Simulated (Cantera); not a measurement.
Input: 1 mol BN, 8.6 mol HF, 2.2 mol N2, held at 10.0 mbar.

These are equilibrium values from Cantera (NASA tables, ideal gas, pure condensed phases), not measurements of a reactor. Candidate condensed phases: B, BN; 31 gas species. The tables' values for BF2 are old estimates; treat these amounts as uncertain. Kinetics and transport are ignored.

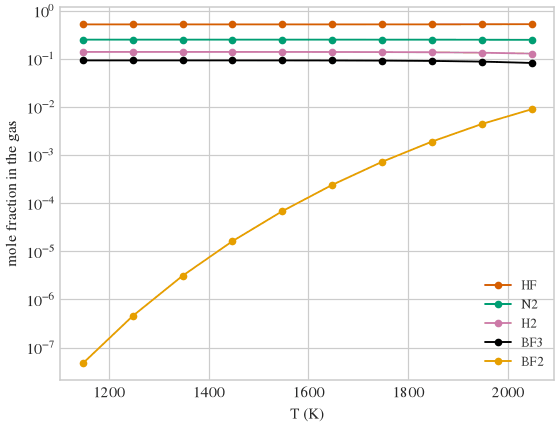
Figure: Equilibrium gas composition (values under 1e-9 drawn at 1e-9)

From 1148 K to 2048 K nothing is condensed. The main B-bearing gas is BF3 throughout.
